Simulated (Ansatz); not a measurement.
System: H₃O₄P.

Input file:

```
crystal:
  periodic: [false, false, false]
  atoms:
    - { symbol: O, position_ang: [-1.26869, 0.44154, 0.86699] }
    - { symbol: P, position_ang: [-0.10622, 0.03545, 0.07407] }
    - { symbol: O, position_ang: [1.23913, -0.17368, 0.89088] }
    - { symbol: O, position_ang: [0.32635, 1.05103, -1.06775] }
    - { symbol: O, position_ang: [-0.26209, -1.33718, -0.70828] }
    - { symbol: H, position_ang: [1.30115, 0.48509, 1.57889] }
    - { symbol: H, position_ang: [-0.45439, 1.44319, -1.45417] }
    - { symbol: H, position_ang: [-0.77524, -1.94544, -0.18063] }
basis:
  gaussian:
    orbitals: def2-SVPD
hamiltonian:
  xc: hf
output:
  orbitals: {}
  forces: true
```

Not at a stationary point (largest force 0.7 eV/Å).

Computed with SCF hf, Gaussian basis (Ansatz 0.2.0).

### What will maps of the electron density and electron localisation function show?

P–O (1.46 Å): ρ at the midpoint is about 2 e/Å³; the ELF peaks at about 0.85 between the atoms (a shared but strongly polarised pair).
P–O (1.59 Å): the density is about 1.5 e/Å³ at the midpoint; the ELF peaks at about 0.90 between the atoms (a shared but strongly polarised pair).

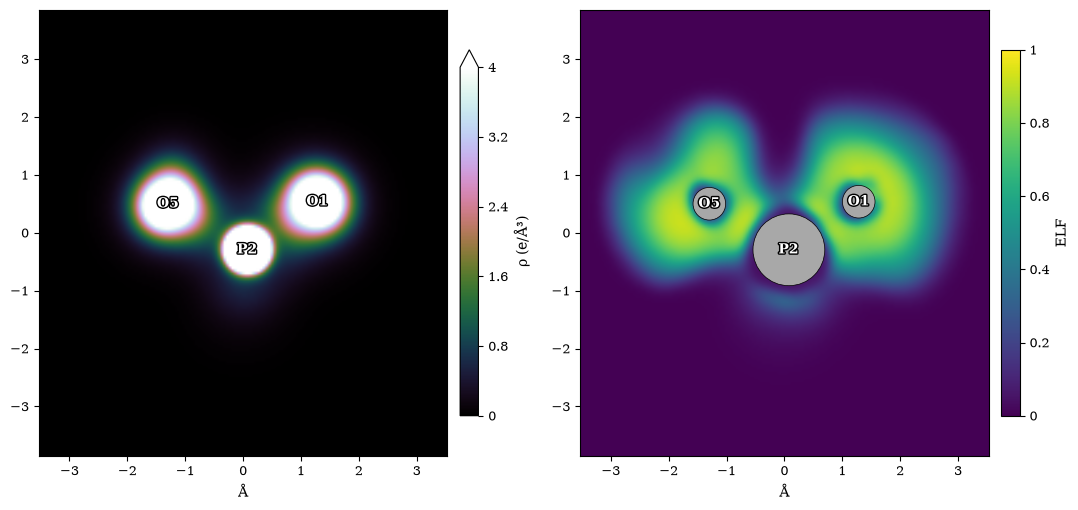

Computed electron density and electron localisation function on the plane of atoms O1, P2 and O5, in this order. Grey discs cover the atomic cores in the ELF map. 
